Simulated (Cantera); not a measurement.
Charge: 1 mol Al, a varied amount of Cl₂, 24 mol H₂, equilibrated at 827 °C and 1.00 bar.

Cantera equilibrium calculation (NASA polynomials, part measured and part estimated; ideal gas, pure solids and liquids). Candidate condensed phases: Al, AlCl₃; 12 gas species. The tables' values for AlCl₂ are old estimates; treat these amounts as uncertain. Rates play no part.

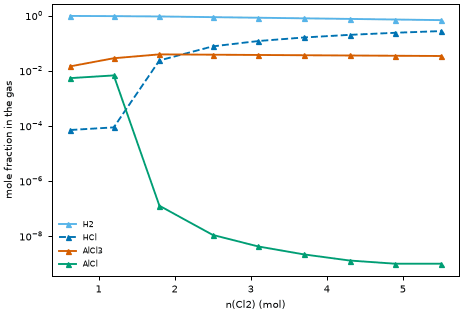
Figure. Equilibrium gas composition (values under 1e-9 drawn at 1e-9)

**Question.** Read off the mole fractions at 2.5 mol Cl₂.

**Answer.** H₂ about 0.88, HCl about 0.077, AlCl₃ about 0.038, AlCl about 1.1e-8.
